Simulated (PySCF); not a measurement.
# C2H5Si2 (SMILES [SiH2]C#C[SiH3]) at UHF/def2-SVP

What is the vertical doublet–quartet gap of C2H5Si2 at UHF/def2-SVP? 

Program for the calculation: PySCF 2.14.0.

**1. The structure to begin with**

The species is C2H5Si2 (9 atoms), meant as a doublet with charge 0. As SMILES, `[SiH2]C#C[SiH3]`. The coordinates come from a PBE0-D4/def2-TZVP relaxation.

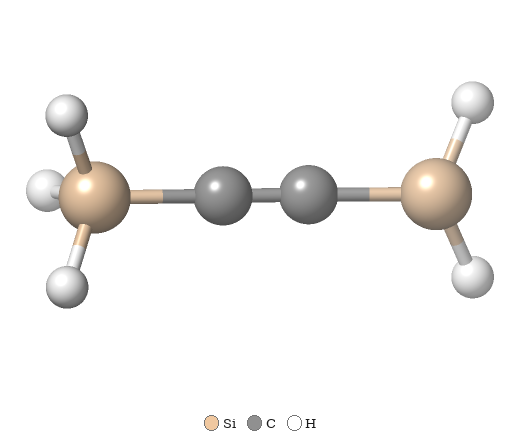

The structure, seen from a chosen angle (silicon light orange, carbon grey, hydrogen white).

**2. A single-point energy at UHF/def2-SVP**

The input, calc.py:

```python
# [SiH2]C#C[SiH3]
from pyscf import gto, scf

system = gto.M(
    atom='''
Si      -0.083300       2.376400      -1.321900
C       -0.023100       0.801400      -0.449000
C        0.126900      -0.244300       0.159700
Si       0.325700      -1.814500       1.066500
H       -0.415500       2.194400      -2.755900
H       -0.980900       3.343200      -0.644000
H       -0.967800      -2.540700       1.082700
H        1.354200      -2.640400       0.388100
H        0.752400      -1.521900       2.456600
''',
    spin=1,
    max_memory=1860,
    charge=0,
    basis='def2-svp',
    verbose=3,
)

calc0 = scf.UHF(system)
calc0.conv_tol = 1e-10
calc0.kernel()
if not calc0.converged:
    calc0 = calc0.newton().run(calc0.mo_coeff, calc0.mo_occ)

e_final = calc0.e_tot
print('Final energy', e_final)
```

Command:

```bash
$ OMP_NUM_THREADS=1 python calc.py
```

What it wrote:

```text
converged SCF energy = -656.187657915344  <S^2> = 0.8896589  2S+1 = 2.1350962
Final energy -656.1876579153443
```

Run time: 3.3 s. Hardware: 1 thread of Arm Neoverse V1, shared host; peak memory 0.16 GiB.

**3. The quartet at the same level**

The input, input.py:

```python
from pyscf import gto

system = gto.M(
    atom=[
    ('Si', (-0.083300, 2.376400, -1.321900)),
    ('C', (-0.023100, 0.801400, -0.449000)),
    ('C', (0.126900, -0.244300, 0.159700)),
    ('Si', (0.325700, -1.814500, 1.066500)),
    ('H', (-0.415500, 2.194400, -2.755900)),
    ('H', (-0.980900, 3.343200, -0.644000)),
    ('H', (-0.967800, -2.540700, 1.082700)),
    ('H', (1.354200, -2.640400, 0.388100)),
    ('H', (0.752400, -1.521900, 2.456600)),
],
    verbose=3,
    charge=0,
    basis='def2-svp',
    spin=3,
    max_memory=1860,
)

calc0 = system.UHF()
calc0.conv_tol = 1e-10
calc0.kernel()
if not calc0.converged:
    calc0 = calc0.newton().run(calc0.mo_coeff, calc0.mo_occ)

e_final = calc0.e_tot
print('E(%s) = %.9f' % ('HF', e_final))
```

Command:

```bash
$ OMP_NUM_THREADS=1 python input.py
```

What it wrote:

```text
WARN: HOMO 0.0306113734218028 >= LUMO -0.297665985919217

converged SCF energy = -656.038554296208  <S^2> = 3.8008286  2S+1 = 4.0253341
E(HF) = -656.038554296
```

Run time: 3 s. Hardware: 1 thread of Arm Neoverse V1, shared host; peak memory 0.18 GiB.

**4. Outcome**

At UHF/def2-SVP:

```
                                        quantity          value
                           doublet: total energy  -656.18766 Eh
                          doublet: dipole moment         0.15 D
     doublet: HOMO energy (highest over α and β)       -8.93 eV
      doublet: LUMO energy (lowest over α and β)        1.10 eV
                                   doublet: ⟨S²⟩          0.890
                           quartet: total energy  -656.03855 Eh
                          quartet: dipole moment         0.10 D
     quartet: HOMO energy (highest over α and β)       -6.53 eV
      quartet: LUMO energy (lowest over α and β)       -0.03 eV
                                   quartet: ⟨S²⟩          3.801
vertical energy of the quartet above the doublet       4.057 eV
```

What this shows: At this shape the quartet lies 4.06 eV (391 kJ/mol) above the doublet. ⟨S²⟩ (doublet) is 0.89 where a pure doublet has 0.75: the reference is spin-contaminated. Mulliken charges (quartet) run from -0.29 on C3 to +0.72 on Si4; they depend strongly on the basis.
